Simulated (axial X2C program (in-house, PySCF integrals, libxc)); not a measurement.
**ScAl: from the state search to constants, part 1 of 2**

What are the state, bond length, wavenumber and bond energy of ScAl, and what does spin–orbit coupling change?

Computed with an in-house X2C program for linear molecules on PySCF integrals. Level: all-electron X2C, Sc dyall-cv3z, Al dyall-v3z.

All values are calculated.

## 1. The job

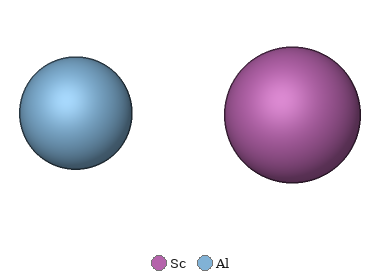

The two atoms at 2.740 Å (scandium pink, aluminium light blue).

The input, task.json:

```json
{"zs": [21, 13], "q": 0, "bas": ["dyall-cv3z", "dyall-v3z"], "levels": ["PBE0", "HF", "PW91"], "cc": true, "r0": 2.74, "thr": -2.0, "nmax": 90, "npts": 10, "nst": 2, "ntry": 6}
```

Keys: zs atomic numbers; q charge; bas basis sets; levels methods (HF also brings MP2); cc coupled cluster on or off; r0 starting distance in Å; thr threshold in hartree for freezing inner shells (an s shell follows its p shell); nmax most natural virtual spinors; npts points asked for on the curve; nst determinants followed; ntry starts of the search.

Run with:

```console
> python so2c.py task.json out
```

Spin-free means the one-electron spin-free X2C Hamiltonian; two-component (2c) means X2C with spin–orbit coupling and atomic mean-field two-electron Coulomb and Gaunt terms. Basis: Sc dyall-cv3z contracted to [10s11p7d5f2g], Al dyall-v3z contracted to [8s8p2d1f]; Gaussian nuclei, density fitting. Masses: Sc 44.956 u, Al 26.982 u.

Notation: σ, π±, δ± give the projection m of an orbital's angular momentum (0, ±1, ±2), α and β its spin, Λ and M_S the sums; ω is the projection of a spinor's total angular momentum and Ω the sum. Logs are in hartree.

The results follow Hamiltonian by Hamiltonian and level by level.

## 2. Which state to follow

Determinants are compared with PBE0 at 2.740 Å.

Spin-free determinants:

```csv
ΔE (eV),state,open shells
0.00,"M_S = 1, Λ = 0","beyond closed shells: π+α, π-α"
0.35,"M_S = 1, Λ = 1","beyond closed shells: σα, π+α"
0.38,"M_S = 2, Λ = 0","beyond closed shells: 2 × σα, π+α, π-α"
0.63,"M_S = 0, Λ = 0","beyond closed shells: π+β, π-α"
0.63,"M_S = 0, Λ = 2","beyond closed shells: π+α, π+β"
0.84,"M_S = 2, Λ = 1","beyond closed shells: σα, 2 × π+α, π-α"
0.87,"M_S = 2, Λ = 3","beyond closed shells: 2 × σα, π+α, δ+α"
```

Two-component determinants:

```
ΔE (eV)  state                                  open shells
   0.00  Ω = 1      excess of +ω over −ω: ω = -1/2, ω = 3/2
   0.36  Ω = 2       excess of +ω over −ω: ω = 1/2, ω = 3/2
   0.45  Ω = 1            excess of +ω over −ω: 2 × ω = 1/2
   0.62  Ω = 0                                 closed shell
   0.64  Ω = 0                                 closed shell
   0.71  Ω = 4       excess of +ω over −ω: ω = 3/2, ω = 5/2
   0.83  Ω = 0  excess of +ω over −ω: 3 × ω = 1/2, ω = -3/2
```

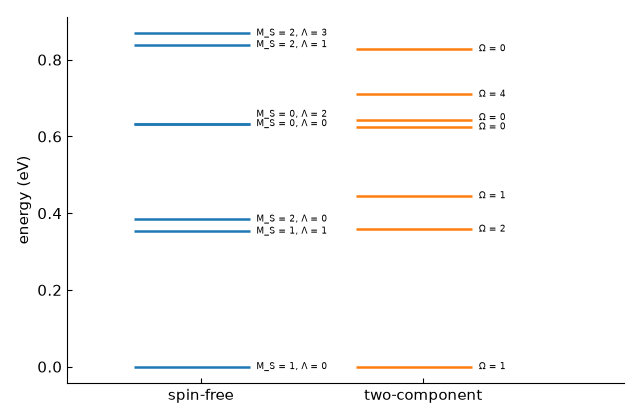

The determinants found, each set from its own lowest.

## 3. PBE0, spin-free

State followed: M_S = 1, Λ = 0 (beyond closed shells: π+α, π-α). The scan is laid around 2.705 Å, a first estimate of the minimum, and this SCF restarts from the orbitals of the search.

The SCF at the reference distance of 2.705 Å:

```text
spin-free X2C-1e  PBE0
basis functions 180  fitting functions 994  grid points 5083
iter        total energy     max residual
   1      -1006.188360785     2.12e+00
   2      -1006.730431420     1.52e-01
   3      -1006.733200143     5.02e-02
   4      -1006.741221785     1.21e-01
   5      -1006.752668928     2.20e-02
   6      -1006.753550114     6.31e-03
   7      -1006.753716196     5.10e-03
   8      -1006.753731343     7.98e-04
   9      -1006.753732447     8.96e-05
  10      -1006.753732628     6.72e-05
  11      -1006.753732785     8.46e-05
  12      -1006.753732830     2.81e-05
  13      -1006.753732856     1.10e-05
  14      -1006.753732860     9.15e-06
converged
one-electron -1489.97759646  Coulomb 487.42782028  exact exchange -14.10827192  xc functional -43.50247905  nuclear repulsion 53.40679430
```

Along the bond, energies from the lowest point:

| R (Å) | E (eV) | μ (D) | HOMO (eV) | LUMO (eV) | iterations |
| --- | --- | --- | --- | --- | --- |
| 2.353 | 0.4297 | -1.33 | -4.33 | -2.20 | 48 |
| 2.462 | 0.1796 | -1.37 | -4.36 | -2.16 | 53 |
| 2.543 | 0.0710 | -1.40 | -4.38 | -2.14 | 39 |
| 2.624 | 0.0148 | -1.41 | -4.40 | -2.12 | 32 |
| 2.705 | 0.0000 | -1.41 | -4.41 | -2.10 | 14 |
| 2.800 | 0.0228 | -1.39 | -4.43 | -2.09 | 30 |
| 2.894 | 0.0778 | -1.34 | -4.43 | -2.08 | 23 |
| 3.016 | 0.1812 | -1.26 | -4.35 | -2.08 | 23 |
| 3.165 | 0.3387 | -1.12 | -4.21 | -2.09 | 23 |
| 3.381 | 0.5960 | -0.85 | -4.03 | -2.13 | 27 |

Dipoles are positive if Al is the positive end.

Outer orbitals at the reference distance:

```
symmetry  occupied  ε (eV)              atomic character
      σβ       yes  -34.73                      99% Sc p
      σα       yes   -9.35  58% Al s, 15% Sc s, 14% Sc p
      σβ       yes   -8.11  62% Al s, 14% Sc s, 11% Sc p
      σα       yes   -4.85   53% Al p, 29% Sc s, 7% Al s
     π+α       yes   -4.74   64% Sc d, 25% Al p, 7% Sc p
     π-α       yes   -4.74   64% Sc d, 25% Al p, 7% Sc p
      σβ       yes   -4.41  57% Sc s, 20% Al p, 17% Sc p
      σα        no   -2.10  38% Sc s, 28% Sc d, 16% Sc p
     π+β        no   -1.80  51% Al p, 26% Sc p, 19% Sc d
     π-β        no   -1.80  51% Al p, 26% Sc p, 19% Sc d
     π+α        no   -1.74  34% Sc d, 32% Al p, 30% Sc p
```

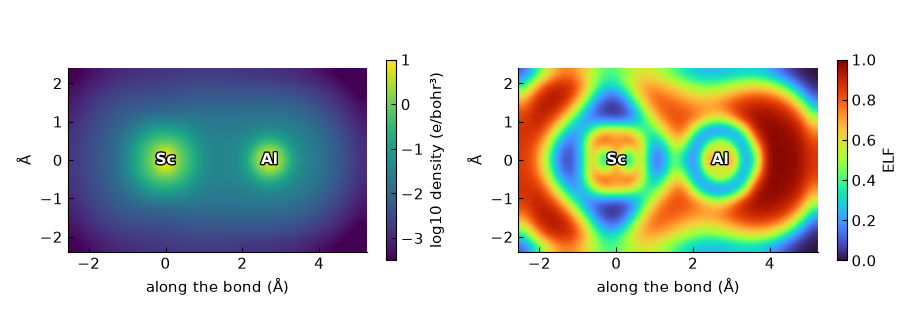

PBE0 fields in a plane through the axis, from a grid of 0.3 Å; Sc lies at z = 0 and Al at z = 2.705 Å; the ELF is damped to zero where the density is low.

Re = 2.698 Å, ωe = 282.9 cm⁻¹, ωexe = 1.08 cm⁻¹, Be = 0.1373 cm⁻¹, De = 1.28 eV, μ = -1.41 D. ⟨S²⟩ = 2.29 against 2.00 for a pure state, so this determinant mixes spins.

## 4. HF, spin-free

Output at 2.705 Å:

```text
spin-free X2C-1e  HF
basis functions 180  fitting functions 994  grid points 5083
iter        total energy     max residual
   1      -1005.576069571     1.82e-01
   2      -1005.597508869     1.21e-02
   3      -1005.603727669     4.63e-02
   4      -1005.607484930     2.73e-02
   5      -1005.608814553     2.49e-03
   6      -1005.609077050     4.88e-03
   7      -1005.609174813     2.00e-03
   8      -1005.609206491     4.17e-04
   9      -1005.609213743     4.48e-04
  10      -1005.609216113     2.04e-04
  11      -1005.609217116     8.63e-05
  12      -1005.609217624     1.08e-04
  13      -1005.609217789     6.08e-05
  14      -1005.609217831     1.49e-05
  15      -1005.609217842     1.05e-05
  16      -1005.609217845     8.37e-06
  17      -1005.609217846     2.13e-06
converged
one-electron -1488.41547154  Coulomb 485.88780744  exact exchange -56.48834804  xc functional 0.00000000  nuclear repulsion 53.40679430
```

No constants are quoted: the solution changes its character somewhere along the scan, so the fit is set aside.

## 5. PW91, spin-free

The SCF at the reference distance of 2.705 Å:

```text
spin-free X2C-1e  PW91
basis functions 180  fitting functions 994  grid points 5083
iter        total energy     max residual
   1      -1007.077139835     6.73e-02
   2      -1007.079477143     1.38e-02
   3      -1007.080635341     1.80e-02
   4      -1007.081046638     2.70e-03
   5      -1007.081198834     3.42e-03
   6      -1007.081264841     4.98e-04
   7      -1007.081281890     8.28e-04
   8      -1007.081288605     3.51e-04
   9      -1007.081292170     2.80e-04
  10      -1007.081299484     1.44e-04
  11      -1007.081301892     1.11e-04
  12      -1007.081302489     4.78e-05
  13      -1007.081302539     1.41e-05
  14      -1007.081302544     5.50e-06
converged
one-electron -1490.35675133  Coulomb 487.81106189  exact exchange 0.00000000  xc functional -57.94240740  nuclear repulsion 53.40679430
```

Re = 2.735 Å, ωe = 261.4 cm⁻¹, ωexe = 1.14 cm⁻¹, Be = 0.1337 cm⁻¹, De = 1.77 eV, μ = -1.45 D.

## 6. MP2 and beyond, spin-free

Correlated methods: 14 electrons correlated (frozen shells, counted by type: Sc 2 s, 1 p; Al 2 s, 1 p), 274 virtual spinors in MP2, 90 natural virtuals in coupled cluster.

Output of the correlated part at 2.705 Å:

```text
correlated 14  virtual 274  natural virtual 90  E(MP2) -0.377970470  MP2 remainder -0.026485934
iter   CCSD correlation   residual
   1     -0.373239359   1.64e-01
   2     -0.386455987   8.24e-02
   3     -0.389648196   4.51e-02
   4     -0.390468133   2.59e-02
   5     -0.391236236   1.40e-02
   6     -0.391546251   7.45e-03
   7     -0.391544303   3.33e-03
   8     -0.391602726   1.76e-03
   9     -0.391578659   1.02e-03
  10     -0.391583958   5.81e-04
  11     -0.391575621   3.23e-04
  12     -0.391576927   1.85e-04
  13     -0.391576680   1.07e-04
  14     -0.391576173   5.86e-05
  15     -0.391575623   3.18e-05
  16     -0.391575141   1.69e-05
  17     -0.391574793   9.51e-06
  18     -0.391574676   5.56e-06
  19     -0.391574563   3.21e-06
  20     -0.391574540   1.87e-06
  21     -0.391574520   1.03e-06
(T) -0.018932045  T1 0.0657  D1 0.1621  max T2 0.164
```

T1 in the output is the amplitude norm over the root of the electron number; divide by √2 for the Lee–Taylor value.

MP2: No constants are quoted: the reference changes its character somewhere along the scan, so the fit is set aside.

CCSD: No constants are quoted: the reference changes its character somewhere along the scan, so the fit is set aside.

CCSD(T): No constants are quoted: the reference changes its character somewhere along the scan, so the fit is set aside.

## 7. A higher determinant, spin-free

State: M_S = 1, Λ = 1 (beyond closed shells: σα, π+α).

Output at the reference distance:

```text
spin-free X2C-1e  PBE0
basis functions 180  fitting functions 994  grid points 5083
iter        total energy     max residual
   1      -1006.161501531     2.11e+00
   2      -1006.714646135     1.55e-01
   3      -1006.731076818     2.62e-02
   4      -1006.732541727     7.61e-02
   5      -1006.739547356     8.08e-03
   6      -1006.739746385     3.53e-03
   7      -1006.739834911     2.11e-03
   8      -1006.739837962     3.53e-04
   9      -1006.739838483     1.44e-04
  10      -1006.739838756     6.43e-05
  11      -1006.739838807     1.85e-05
  12      -1006.739838818     7.06e-06
  13      -1006.739838821     7.34e-06
converged
one-electron -1489.75080948  Coulomb 487.20036790  exact exchange -14.10839671  xc functional -43.48779483  nuclear repulsion 53.40679430
```

| R (Å) | E above the lowest PBE0 point (eV) |
| --- | --- |
| 2.353 | 1.137 |
| 2.462 | 0.768 |
| 2.543 | 0.582 |
| 2.624 | 0.456 |
| 2.705 | 0.378 |
| 2.800 | 0.335 |
| 2.894 | 0.332 |
| 3.016 | 0.369 |
| 3.165 | 0.454 |

Re = 2.855 Å, ωe = 242.5 cm⁻¹, ωexe = 1.35 cm⁻¹, Be = 0.1226 cm⁻¹, μ = -1.30 D. Te = 0.33 eV.

## 8. The spin-free curves together

Energy (eV) of the followed determinant, spin-free, from each level's lowest point:

| R (Å) | PBE0 | HF (jumps) | MP2 (its reference jumps) | CCSD (its reference jumps) | CCSD(T) (its reference jumps) | PW91 |
| --- | --- | --- | --- | --- | --- | --- |
| 2.353 | 0.430 | 0.852 | 0.395 | n/a | n/a | 0.459 |
| 2.462 | 0.180 | 0.563 | 0.147 | 0.193 | 0.211 | 0.208 |
| 2.543 | 0.071 | 0.438 | 0.047 | 0.077 | 0.090 | 0.093 |
| 2.624 | 0.015 | 0.374 | 0.002 | 0.016 | 0.024 | 0.027 |
| 2.705 | 0.000 | 0.358 | 0.000 | 0.000 | 0.000 | 0.000 |
| 2.800 | 0.023 | 0.386 | 0.039 | 0.024 | 0.014 | 0.006 |
| 2.894 | 0.078 | 0.450 | 0.111 | 0.082 | 0.063 | 0.044 |
| 3.016 | 0.181 | 0.000 | 0.191 | 0.076 | 0.189 | 0.124 |
| 3.165 | 0.339 | 0.029 | 0.259 | n/a | n/a | 0.252 |
| 3.381 | 0.596 | 0.108 | 0.362 | n/a | n/a | 0.466 |

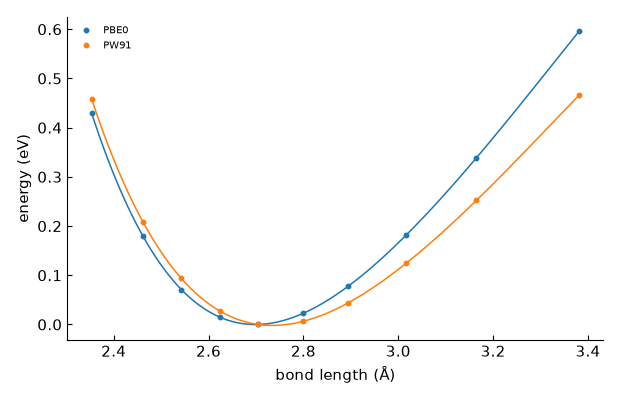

Curves of the followed state, spin-free, each from its own lowest point. Left out: HF, MP2, CCSD, CCSD(T).

(Continued in part 2 of 2.)
